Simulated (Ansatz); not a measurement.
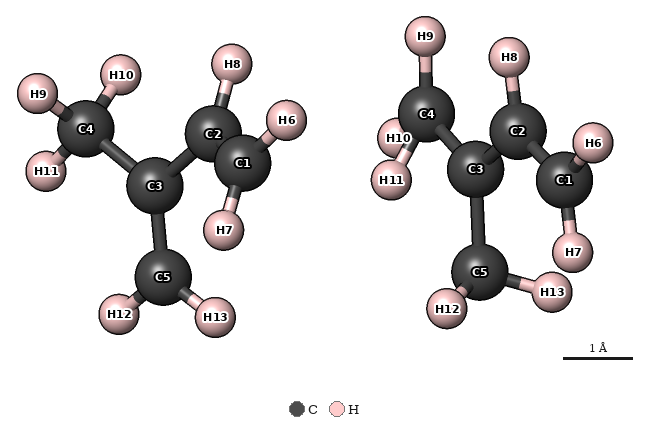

Two geometries of C₅H₈, drawn at one scale. One is the start of a relaxation, the other its converged end. Style: ball-and-stick. Shown from a free direction.

Method: RKS BLYP/def2-mTZVP in Ansatz. (no spin polarisation; force threshold 0.02 eV/Å; at most 50 steps)

Question: Which of the two is the end point?

Answer: The left one is the relaxed one. The run prepares an end point of a later path (hydrogen shift) calculation, from a guessed geometry. Over 19 geometry steps the energy falls by 6.306 eV. Largest force component: 6 eV/Å at the start, 0.016 eV/Å at the end. The largest move after the best rigid fit is that of H9, 1.40 Å. Largest moves by element: H 1.40 Å, C 0.37 Å. Some distances before and after: C3–C5 1.524 → 1.347 Å, C3–C4 1.426 → 1.518 Å, C4–H10 1.017 → 1.102 Å, C1–H6 1.149 → 1.090 Å. Among the angles between lasting bonds that change: H10–C4–H11 62.4° → 108.0°, H9–C4–H11 148.5° → 108.3°, C3–C4–H11 73.1° → 111.7°. Groups turn about C2–C3 by about 35°. Cost: 24 s on 2 threads of Intel(R) Xeon(R) 6975P-C (Granite Rapids) (shared host), peak memory 0.17 GiB.
